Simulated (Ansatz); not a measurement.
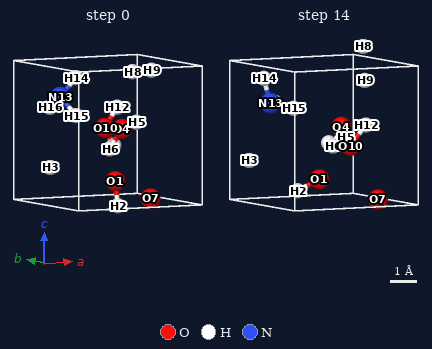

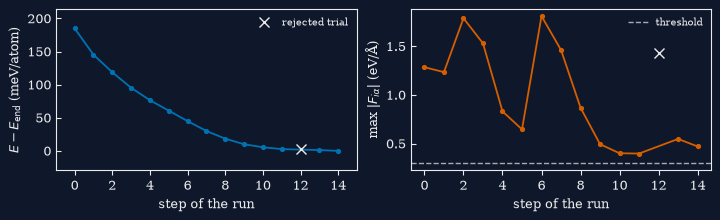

First and last geometry of a relaxation of an amorphous cell of composition H11NO4, with the history of the run. The picture is a ball-and-stick view of the cell of the calculation, seen from a free direction.

The cell holds 4 H2O + 1 NH3. The run prepares the start of a later molecular dynamics calculation, from a guessed geometry.

Level of theory: DFT PBE, scalar-relativistic, plane waves, PAW (Ansatz 0.2.0). Settings: plane-wave cutoff 420 eV; k-point mesh 1 × 1 × 1; occupations fermi dirac; smearing width 0.05 eV; no spin polarisation; atoms relaxed in a fixed cell; force threshold 0.3 eV/Å; at most 15 steps.

> Read the history and describe the run.

The relaxation stopped without meeting its thresholds, so the last structure isn't shown to be converged. It used up its limit of 15 steps. Over 13 accepted moves (14 points after the start) the energy falls by 185 meV per atom. The largest force component goes from 1.3 to 0.47 eV/Å. The line search rejected the trial step at point 12 of the run. The largest move is that of an H atom, 1.52 Å along [−2 1 1]. By element the largest moves are H 1.52 Å, O 1.35 Å, N 0.35 Å. The lattice vectors keep their values. Among the contacts that change: H–O 0.969 → 1.042 Å, H–O 0.969 → 0.991 Å, H–N 1.017 → 1.027 Å. Bond angles that change, for instance: H–O–H 104.0° → 107.6°, H–O–H 104.0° → 101.0°, H–O–H 104.0° → 106.6°.

Limits of the set-up: the program's low-accuracy preset was used; the periodic images lie only 5.4 Å apart, so the values are limited by the cell's size.
